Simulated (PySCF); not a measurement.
# C₅H₅FO: core binding energies at several levels of theory, part 3 of 3

PySCF 2.14.0. Atoms count from 0. The steps go on from the part before.

### 8 Core-electron binding energies: SCAN, X2C

What the job is given:

```
{"job": {"kind": "xps", "basis": "def2-TZVP"}, "charge": 0, "multiplicity": 1}
F     -0.691700    -0.308475     2.097069
C     -0.754239    -0.518414     0.714205
C      0.524958    -1.119578     0.246092
C      1.381504    -0.450459    -0.534723
O      1.144711     0.778761    -1.042254
C     -0.045932     1.345856    -0.751240
C     -0.981588     0.779002     0.020153
H     -1.605257    -1.208248     0.573363
H      0.801304    -2.116092     0.595591
H      2.347864    -0.837819    -0.861378
H     -0.158349     2.313225    -1.243434
H     -1.921791     1.310243     0.179412
```

With the program's defaults for keys left out, this is: delta-SCF UKS SCAN, def2-TZVP on the ionised atom, pcseg-1 elsewhere, spin-free X2C.

Standard output:

```text
ground state, core basis on atom 0 (F), 140 functions
  cycle   1  E = -368.52321132  |g| = 6.80e-01
  cycle   2  E = -368.37796579  |g| = 1.16e+00
  cycle   3  E = -368.59941771  |g| = 1.81e-01
  cycle   4  E = -368.60559642  |g| = 7.63e-02
  cycle   5  E = -368.60653233  |g| = 3.92e-02
  cycle   6  E = -368.60688081  |g| = 9.35e-03
  cycle   7  E = -368.60690017  |g| = 3.82e-03
  cycle   8  E = -368.60690217  |g| = 5.93e-04
  cycle   9  E = -368.60690337  |g| = 1.88e-04
  E(ground) = -368.61841983 Eh
hole in F 1s of atom 0
  cycle   1  E = -342.28337549  |g| = 2.46e+00
  cycle   2  E = -341.77146585  |g| = 2.10e+00
  cycle   3  E = -342.72745723  |g| = 9.10e-01
  cycle   4  E = -342.97139994  |g| = 6.09e-01
  cycle   5  E = -343.14779872  |g| = 1.84e-01
  cycle   6  E = -343.16185636  |g| = 6.68e-02
  cycle   7  E = -343.16368748  |g| = 2.02e-02
  cycle   8  E = -343.16387513  |g| = 3.67e-03
  cycle   9  E = -343.16388144  |g| = 1.05e-03
  cycle  10  E = -343.16388279  |g| = 3.56e-04
  E(ion) = -343.18145449 Eh   <S^2> = 0.7572   hole on atom = 1.000   binding energy = 692.175 eV
ground state, core basis on atom 1 (C), 140 functions
  cycle   1  E = -368.57192864  |g| = 7.73e-02
  cycle   2  E = -368.56959722  |g| = 1.42e-01
  cycle   3  E = -368.57284977  |g| = 6.68e-03
  cycle   4  E = -368.57285578  |g| = 4.67e-03
  cycle   5  E = -368.57286054  |g| = 1.52e-03
  cycle   6  E = -368.57286116  |g| = 3.36e-04
  E(ground) = -368.58233515 Eh
hole in C 1s of atom 1
  cycle   1  E = -357.24337519  |g| = 1.47e+00
  cycle   2  E = -355.37242781  |g| = 2.30e+00
  cycle   3  E = -357.39419780  |g| = 8.94e-01
  cycle   4  E = -357.67136129  |g| = 5.24e-01
  cycle   5  E = -357.77854107  |g| = 1.19e-01
  cycle   6  E = -357.78178011  |g| = 9.13e-02
  cycle   7  E = -357.78521495  |g| = 1.88e-02
  cycle   8  E = -357.78537327  |g| = 4.83e-03
  cycle   9  E = -357.78540080  |g| = 2.29e-03
  cycle  10  E = -357.78541075  |g| = 1.32e-03
  cycle  11  E = -357.78541417  |g| = 1.06e-03
  cycle  12  E = -357.78541546  |g| = 5.60e-04
  cycle  13  E = -357.78541715  |g| = 3.27e-04
  E(ion) = -357.79495476 Eh   <S^2> = 0.7729   hole on atom = 1.000   binding energy = 293.540 eV
ground state, core basis on atom 2 (C), 140 functions
  cycle   1  E = -368.56973497  |g| = 2.53e-02
  cycle   2  E = -368.56943012  |g| = 4.29e-02
  cycle   3  E = -368.56985057  |g| = 1.13e-02
  cycle   4  E = -368.56987974  |g| = 4.66e-03
  cycle   5  E = -368.56988346  |g| = 1.32e-03
  cycle   6  E = -368.56988345  |g| = 3.37e-04
  E(ground) = -368.58075808 Eh
hole in C 1s of atom 2
  cycle   1  E = -357.31552634  |g| = 1.48e+00
  cycle   2  E = -356.18749702  |g| = 1.95e+00
  cycle   3  E = -357.69334583  |g| = 6.34e-01
  cycle   4  E = -357.82153701  |g| = 3.76e-01
  cycle   5  E = -357.87216140  |g| = 1.07e-01
  cycle   6  E = -357.87545536  |g| = 5.94e-02
  cycle   7  E = -357.87708882  |g| = 1.64e-02
  cycle   8  E = -357.87725374  |g| = 6.08e-03
  cycle   9  E = -357.87729408  |g| = 2.95e-03
  cycle  10  E = -357.87730382  |g| = 2.42e-03
  cycle  11  E = -357.87730902  |g| = 1.06e-03
  cycle  12  E = -357.87730928  |g| = 4.15e-04
  E(ion) = -357.88704690 Eh   <S^2> = 0.7822   hole on atom = 1.000   binding energy = 290.991 eV
ground state, core basis on atom 3 (C), 140 functions
  cycle   1  E = -368.57059838  |g| = 2.85e-02
  cycle   2  E = -368.57002546  |g| = 5.48e-02
  cycle   3  E = -368.57077116  |g| = 9.95e-03
  cycle   4  E = -368.57078991  |g| = 4.92e-03
  cycle   5  E = -368.57079573  |g| = 1.28e-03
  cycle   6  E = -368.57079537  |g| = 3.17e-04
  E(ground) = -368.58134116 Eh
hole in C 1s of atom 3
  cycle   1  E = -357.25284927  |g| = 1.47e+00
  cycle   2  E = -355.28981556  |g| = 2.34e+00
  cycle   3  E = -357.57620450  |g| = 6.86e-01
  cycle   4  E = -357.72603956  |g| = 4.40e-01
  cycle   5  E = -357.79771361  |g| = 1.58e-01
  cycle   6  E = -357.80531388  |g| = 8.23e-02
  cycle   7  E = -357.80877690  |g| = 3.05e-02
  cycle   8  E = -357.80932322  |g| = 1.20e-02
  cycle   9  E = -357.80948892  |g| = 7.27e-03
  cycle  10  E = -357.80960813  |g| = 5.28e-03
  cycle  11  E = -357.80969200  |g| = 3.37e-03
  cycle  12  E = -357.80970980  |g| = 2.72e-03
  cycle  13  E = -357.80971913  |g| = 1.41e-03
  cycle  14  E = -357.80972477  |g| = 8.47e-04
  cycle  15  E = -357.80972893  |g| = 5.12e-04
  cycle  16  E = -357.80973076  |g| = 3.46e-04
  E(ion) = -357.81866752 Eh   <S^2> = 0.8219   hole on atom = 1.000   binding energy = 292.867 eV
ground state, core basis on atom 4 (O), 140 functions
  cycle   1  E = -368.59210789  |g| = 5.25e-02
  cycle   2  E = -368.58925353  |g| = 1.23e-01
  cycle   3  E = -368.59260158  |g| = 1.28e-02
  cycle   4  E = -368.59263875  |g| = 5.58e-03
  cycle   5  E = -368.59264717  |g| = 1.17e-03
  cycle   6  E = -368.59264572  |g| = 3.81e-04
  E(ground) = -368.60092127 Eh
hole in O 1s of atom 4
  cycle   1  E = -347.91628951  |g| = 2.15e+00
  cycle   2  E = -346.66288234  |g| = 2.39e+00
  cycle   3  E = -348.17012111  |g| = 9.79e-01
  cycle   4  E = -348.50811675  |g| = 6.16e-01
  cycle   5  E = -348.71866574  |g| = 1.05e-01
  cycle   6  E = -348.72142648  |g| = 5.26e-02
  cycle   7  E = -348.72239247  |g| = 1.69e-02
  cycle   8  E = -348.72249115  |g| = 5.62e-03
  cycle   9  E = -348.72250855  |g| = 1.73e-03
  cycle  10  E = -348.72251425  |g| = 1.13e-03
  cycle  11  E = -348.72252035  |g| = 9.41e-04
  cycle  12  E = -348.72252438  |g| = 7.74e-04
  cycle  13  E = -348.72252776  |g| = 5.29e-04
  cycle  14  E = -348.72252853  |g| = 2.21e-04
  E(ion) = -348.73184554 Eh   <S^2> = 0.7651   hole on atom = 1.000   binding energy = 540.665 eV
```

It took 24 s on 1 thread of Intel Xeon 6975P-C, shared host; peak memory 0.46 GiB.

The holes in one table. −ε is the ground-state orbital energy:

```tsv
hole	stands for	environment	ΔSCF (eV)	−ε (eV)	⟨S²⟩
F1s on F0	F0	fluorine on an sp3 carbon	692.18	666.0	0.757
C1s on C1	C1	allylic sp3 CH bonded to F	293.54	275.9	0.773
C1s on C2	C2, C6	β carbon of an enol-ether or enamine type C=C	290.99	273.9	0.782
C1s on C3	C3, C5	alkene carbon bearing oxygen	292.87	275.6	0.822
O1s on O4	O4	ether oxygen	540.67	518.6	0.765
```

Each hole run stands for the others of its class of like atoms.

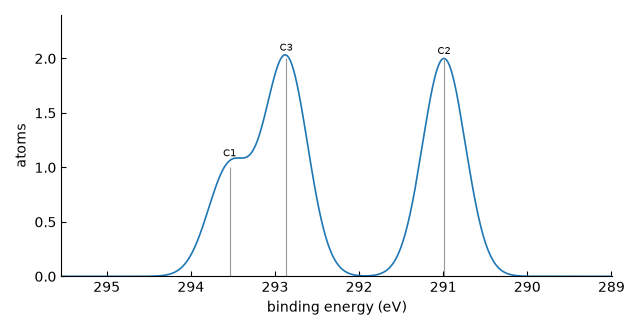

The C1s photoelectron lines, weighted by the number of atoms. Lines are broadened to a width of 0.60 eV (Gaussian).

### 9 Core holes by ΔSCF: SCAN, non-relativistic

Same as in step 8 but for these lines:

```diff
@@ -1,2 +1,2 @@
-{"job": {"kind": "xps", "basis": "def2-TZVP"}, "charge": 0, "multiplicity": 1}
+{"job": {"kind": "xps", "x2c": false}, "charge": 0, "multiplicity": 1}
 F     -0.691700    -0.308475     2.097069
```

With the program's defaults for keys left out, this is: delta-SCF UKS SCAN, pcX-2 on the ionised atom, pcseg-1 elsewhere, non-relativistic.

Standard output:

```text
ground state, core basis on atom 0 (F), 154 functions
  cycle   1  E = -368.31985940  |g| = 6.82e-01
  cycle   2  E = -368.17689598  |g| = 1.16e+00
  cycle   3  E = -368.39490899  |g| = 1.82e-01
  cycle   4  E = -368.40077170  |g| = 8.30e-02
  cycle   5  E = -368.40191737  |g| = 4.10e-02
  cycle   6  E = -368.40229409  |g| = 1.01e-02
  cycle   7  E = -368.40231787  |g| = 4.13e-03
  cycle   8  E = -368.40232175  |g| = 7.77e-04
  cycle   9  E = -368.40232046  |g| = 1.89e-04
  E(ground) = -368.41408843 Eh
hole in F 1s of atom 0
  cycle   1  E = -342.10340755  |g| = 2.58e+00
  cycle   2  E = -341.55596951  |g| = 2.36e+00
  cycle   3  E = -342.62928512  |g| = 8.53e-01
  cycle   4  E = -342.76852967  |g| = 6.76e-01
  cycle   5  E = -342.99506024  |g| = 1.74e-01
  cycle   6  E = -343.00676928  |g| = 7.22e-02
  cycle   7  E = -343.00894571  |g| = 2.02e-02
  cycle   8  E = -343.00913700  |g| = 3.88e-03
  cycle   9  E = -343.00914491  |g| = 1.15e-03
  cycle  10  E = -343.00914524  |g| = 3.82e-04
  E(ion) = -343.02674933 Eh   <S^2> = 0.7581   hole on atom = 1.000   binding energy = 690.825 eV
ground state, core basis on atom 1 (C), 154 functions
  cycle   1  E = -368.36651921  |g| = 8.26e-02
  cycle   2  E = -368.36439179  |g| = 1.35e-01
  cycle   3  E = -368.36733313  |g| = 1.26e-02
  cycle   4  E = -368.36734001  |g| = 9.92e-03
  cycle   5  E = -368.36736402  |g| = 2.25e-03
  cycle   6  E = -368.36736445  |g| = 3.58e-04
  E(ground) = -368.37651782 Eh
hole in C 1s of atom 1
  cycle   1  E = -357.03863992  |g| = 1.51e+00
  cycle   2  E = -355.07830762  |g| = 2.47e+00
  cycle   3  E = -357.24477401  |g| = 8.55e-01
  cycle   4  E = -357.46750350  |g| = 5.54e-01
  cycle   5  E = -357.58909647  |g| = 1.23e-01
  cycle   6  E = -357.59205468  |g| = 9.43e-02
  cycle   7  E = -357.59566777  |g| = 1.99e-02
  cycle   8  E = -357.59583405  |g| = 5.81e-03
  cycle   9  E = -357.59586218  |g| = 2.30e-03
  cycle  10  E = -357.59586961  |g| = 1.79e-03
  cycle  11  E = -357.59587397  |g| = 1.19e-03
  cycle  12  E = -357.59587591  |g| = 5.51e-04
  cycle  13  E = -357.59587710  |g| = 3.44e-04
  E(ion) = -357.60542661 Eh   <S^2> = 0.7740   hole on atom = 1.000   binding energy = 293.096 eV
ground state, core basis on atom 2 (C), 154 functions
  cycle   1  E = -368.36339429  |g| = 4.48e-02
  cycle   2  E = -368.36299717  |g| = 4.80e-02
  cycle   3  E = -368.36332467  |g| = 2.90e-02
  cycle   4  E = -368.36350756  |g| = 1.20e-02
  cycle   5  E = -368.36353993  |g| = 1.72e-03
  cycle   6  E = -368.36353978  |g| = 4.14e-04
  E(ground) = -368.37399426 Eh
hole in C 1s of atom 2
  cycle   1  E = -357.11151409  |g| = 1.51e+00
  cycle   2  E = -355.93816341  |g| = 2.10e+00
  cycle   3  E = -357.53566034  |g| = 5.87e-01
  cycle   4  E = -357.61822820  |g| = 4.23e-01
  cycle   5  E = -357.68573828  |g| = 1.02e-01
  cycle   6  E = -357.68838494  |g| = 5.89e-02
  cycle   7  E = -357.68987718  |g| = 1.80e-02
  cycle   8  E = -357.69005370  |g| = 7.82e-03
  cycle   9  E = -357.69009696  |g| = 3.23e-03
  cycle  10  E = -357.69010344  |g| = 2.45e-03
  cycle  11  E = -357.69011014  |g| = 8.70e-04
  cycle  12  E = -357.69011122  |g| = 3.84e-04
  E(ion) = -357.69984799 Eh   <S^2> = 0.7833   hole on atom = 1.000   binding energy = 290.458 eV
ground state, core basis on atom 3 (C), 154 functions
  cycle   1  E = -368.36494541  |g| = 4.37e-02
  cycle   2  E = -368.36461312  |g| = 4.25e-02
  cycle   3  E = -368.36485514  |g| = 2.91e-02
  cycle   4  E = -368.36505183  |g| = 1.04e-02
  cycle   5  E = -368.36507664  |g| = 1.84e-03
  cycle   6  E = -368.36507896  |g| = 4.56e-04
  E(ground) = -368.37523945 Eh
hole in C 1s of atom 3
  cycle   1  E = -357.04834743  |g| = 1.51e+00
  cycle   2  E = -354.92085098  |g| = 2.54e+00
  cycle   3  E = -357.40989180  |g| = 6.66e-01
  cycle   4  E = -357.52011286  |g| = 4.85e-01
  cycle   5  E = -357.61133412  |g| = 1.48e-01
  cycle   6  E = -357.61784388  |g| = 7.83e-02
  cycle   7  E = -357.62083865  |g| = 3.45e-02
  cycle   8  E = -357.62148829  |g| = 1.29e-02
  cycle   9  E = -357.62164179  |g| = 6.99e-03
  cycle  10  E = -357.62174237  |g| = 5.11e-03
  cycle  11  E = -357.62182348  |g| = 3.16e-03
  cycle  12  E = -357.62184008  |g| = 2.66e-03
  cycle  13  E = -357.62185024  |g| = 1.35e-03
  cycle  14  E = -357.62185475  |g| = 8.09e-04
  cycle  15  E = -357.62185960  |g| = 5.07e-04
  cycle  16  E = -357.62186123  |g| = 2.78e-04
  E(ion) = -357.63079159 Eh   <S^2> = 0.8237   hole on atom = 1.000   binding energy = 292.371 eV
ground state, core basis on atom 4 (O), 154 functions
  cycle   1  E = -368.38816190  |g| = 6.57e-02
  cycle   2  E = -368.38599824  |g| = 1.07e-01
  cycle   3  E = -368.38832679  |g| = 3.15e-02
  cycle   4  E = -368.38853342  |g| = 1.23e-02
  cycle   5  E = -368.38857156  |g| = 1.56e-03
  cycle   6  E = -368.38857137  |g| = 5.11e-04
  cycle   7  E = -368.38857345  |g| = 1.64e-04
  E(ground) = -368.39659074 Eh
hole in O 1s of atom 4
  cycle   1  E = -347.72644563  |g| = 2.23e+00
  cycle   2  E = -346.43313938  |g| = 2.61e+00
  cycle   3  E = -348.06931196  |g| = 9.22e-01
  cycle   4  E = -348.30151152  |g| = 6.67e-01
  cycle   5  E = -348.55285464  |g| = 9.31e-02
  cycle   6  E = -348.55473360  |g| = 5.15e-02
  cycle   7  E = -348.55563837  |g| = 1.80e-02
  cycle   8  E = -348.55574556  |g| = 5.47e-03
  cycle   9  E = -348.55576264  |g| = 1.78e-03
  cycle  10  E = -348.55576850  |g| = 1.09e-03
  cycle  11  E = -348.55577303  |g| = 9.68e-04
  cycle  12  E = -348.55577657  |g| = 7.60e-04
  cycle  13  E = -348.55577936  |g| = 4.96e-04
  E(ion) = -348.56469832 Eh   <S^2> = 0.7649   hole on atom = 1.000   binding energy = 539.653 eV
```

Wall time 24 s (1 thread of Intel Xeon 6975P-C, shared host); peak memory 0.55 GiB.

The holes in one table. −ε is the ground-state orbital energy:

```tsv
hole	stands for	environment	ΔSCF (eV)	−ε (eV)	⟨S²⟩
F1s on F0	F0	fluorine on an sp3 carbon	690.82	665.3	0.758
C1s on C1	C1	allylic sp3 CH bonded to F	293.10	276.0	0.774
C1s on C2	C2, C6	β carbon of an enol-ether or enamine type C=C	290.46	273.9	0.783
C1s on C3	C3, C5	alkene carbon bearing oxygen	292.37	275.6	0.824
O1s on O4	O4	ether oxygen	539.65	518.3	0.765
```

Each hole run stands for the others of its class of like atoms.

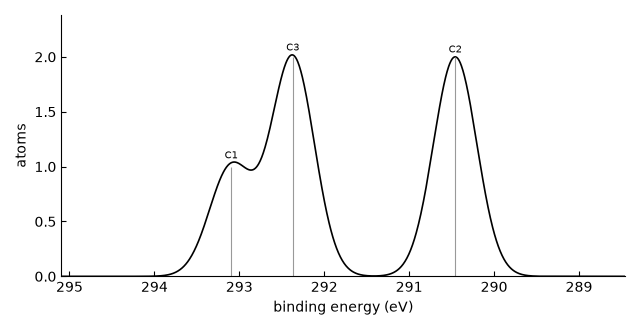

The C1s photoelectron lines, weighted by the number of atoms. Lines are broadened to a width of 0.60 eV (Gaussian).

### 10 Summary of results

The summary covers parts 1 to 3.

| quantity | value |
| --- | --- |
| C1s binding energies, SCAN/pcX-2 | C1 293.20, C3 292.47, C2 290.56 eV |
| F1s binding energies, SCAN/pcX-2 | F0 691.46 eV |
| O1s binding energies, SCAN/pcX-2 | O4 540.03 eV |
| C1s binding energies, B3LYP/pcX-2 | C1 293.28, C3 292.57, C2 290.66 eV |
| F1s binding energies, B3LYP/pcX-2 | F0 691.15 eV |
| O1s binding energies, B3LYP/pcX-2 | O4 539.79 eV |
| C1s binding energies, PBE0/pcX-2 | C1 292.79, C3 292.05, C2 290.14 eV |
| F1s binding energies, PBE0/pcX-2 | F0 690.58 eV |
| O1s binding energies, PBE0/pcX-2 | O4 539.38 eV |
| C1s binding energies, PBE/pcX-2 | C1 292.20, C3 291.50, C2 289.71 eV |
| F1s binding energies, PBE/pcX-2 | F0 690.29 eV |
| O1s binding energies, PBE/pcX-2 | O4 539.09 eV |
| C1s binding energies, HF/pcX-2 (standing for 3 of 5 atoms) | C1 293.45, C2 290.38 eV |
| F1s binding energies, HF/pcX-2 | F0 690.66 eV |
| C1s binding energies, SCAN/pcX-1 | C1 293.19, C3 292.53, C2 290.60 eV |
| F1s binding energies, SCAN/pcX-1 | F0 691.53 eV |
| O1s binding energies, SCAN/pcX-1 | O4 540.14 eV |
| C1s binding energies, SCAN/def2-TZVP | C1 293.54, C3 292.87, C2 290.99 eV |
| F1s binding energies, SCAN/def2-TZVP | F0 692.18 eV |
| O1s binding energies, SCAN/def2-TZVP | O4 540.67 eV |
| C1s binding energies, SCAN/pcX-2, non-relativistic | C1 293.10, C3 292.37, C2 290.46 eV |
| F1s binding energies, SCAN/pcX-2, non-relativistic | F0 690.82 eV |
| O1s binding energies, SCAN/pcX-2, non-relativistic | O4 539.65 eV |

**Reading.** Single values in the summary come from the first sound run of each kind (SCAN/pcX-2), which need not be the best level. At SCAN/pcX-2: C1 (allylic sp3 CH bonded to F) binds its C1s electron 2.63 eV more tightly than C2 (β carbon of an enol-ether or enamine type C=C). At B3LYP/pcX-2: The C1s levels kept as sound span 2.62 eV, from C2 (β carbon of an enol-ether or enamine type C=C) up to C1 (allylic sp3 CH bonded to F). At PBE0/pcX-2: C1 (allylic sp3 CH bonded to F) binds its C1s electron 2.64 eV more tightly than C2 (β carbon of an enol-ether or enamine type C=C). At PBE/pcX-2: C1 (allylic sp3 CH bonded to F) binds its C1s electron 2.49 eV more tightly than C2 (β carbon of an enol-ether or enamine type C=C). At HF/pcX-2: The C1s levels kept as sound span 3.07 eV, from C2 (β carbon of an enol-ether or enamine type C=C) up to C1 (allylic sp3 CH bonded to F). Only 3 of the 5 C atoms are covered by sound results. At SCAN/pcX-1: C1 (allylic sp3 CH bonded to F) binds its C1s electron 2.59 eV more tightly than C2 (β carbon of an enol-ether or enamine type C=C). At SCAN/def2-TZVP: The C1s levels kept as sound span 2.55 eV, from C2 (β carbon of an enol-ether or enamine type C=C) up to C1 (allylic sp3 CH bonded to F). At SCAN/pcX-2, non-relativistic: The C1s levels kept as sound span 2.64 eV, from C2 (β carbon of an enol-ether or enamine type C=C) up to C1 (allylic sp3 CH bonded to F).
